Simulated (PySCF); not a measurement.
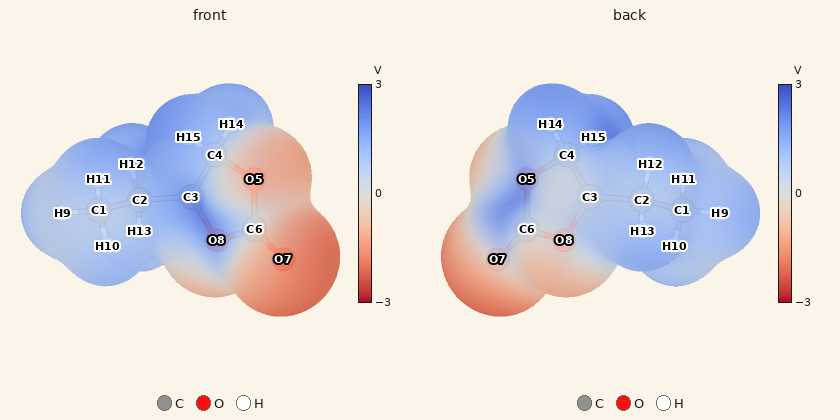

C$_{5}$H$_{7}$O$_{3}$ (doublet). The electrostatic potential painted on the density surface at 0.004 e/bohr³, seen from the front and from behind; the colour scale runs from red (negative) to blue (positive).

Geometry: GFN2-xTB.

Computed with UKS B3LYP, pcH-1 on C H O, non-relativistic, mean-field spin-orbit, GIAO in PySCF 2.14.0, density-fitted response routines.

```json
{"atom": "C", "x (Å)": "1.9349", "y (Å)": "0.3557", "z (Å)": "0.3676"}
{"atom": "C", "x (Å)": "1.0935", "y (Å)": "-0.1376", "z (Å)": "-0.8248"}
{"atom": "C", "x (Å)": "-0.3555", "y (Å)": "-0.1176", "z (Å)": "-0.5391"}
{"atom": "C", "x (Å)": "-1.1442", "y (Å)": "-1.0551", "z (Å)": "0.3177"}
{"atom": "O", "x (Å)": "-2.2899", "y (Å)": "-0.2941", "z (Å)": "0.6521"}
{"atom": "C", "x (Å)": "-2.1991", "y (Å)": "0.9399", "z (Å)": "0.1140"}
{"atom": "O", "x (Å)": "-3.0131", "y (Å)": "1.7967", "z (Å)": "0.2313"}
{"atom": "O", "x (Å)": "-1.0488", "y (Å)": "1.0632", "z (Å)": "-0.5789"}
{"atom": "H", "x (Å)": "2.9876", "y (Å)": "0.3523", "z (Å)": "0.0991"}
{"atom": "H", "x (Å)": "1.6453", "y (Å)": "1.3682", "z (Å)": "0.6350"}
{"atom": "H", "x (Å)": "1.7922", "y (Å)": "-0.2903", "z (Å)": "1.2302"}
{"atom": "H", "x (Å)": "1.3887", "y (Å)": "-1.1570", "z (Å)": "-1.0785"}
{"atom": "H", "x (Å)": "1.2863", "y (Å)": "0.5114", "z (Å)": "-1.6803"}
{"atom": "H", "x (Å)": "-1.4603", "y (Å)": "-1.9692", "z (Å)": "-0.2066"}
{"atom": "H", "x (Å)": "-0.6219", "y (Å)": "-1.3585", "z (Å)": "1.2393"}
```

Describe the electrostatic potential map.

Answer. The most negative region (about −2.0 V) lies over O7, the most positive (about +2.1 V) over C3, C4 and C6. O7 is the likeliest acceptor of a hydrogen bond.
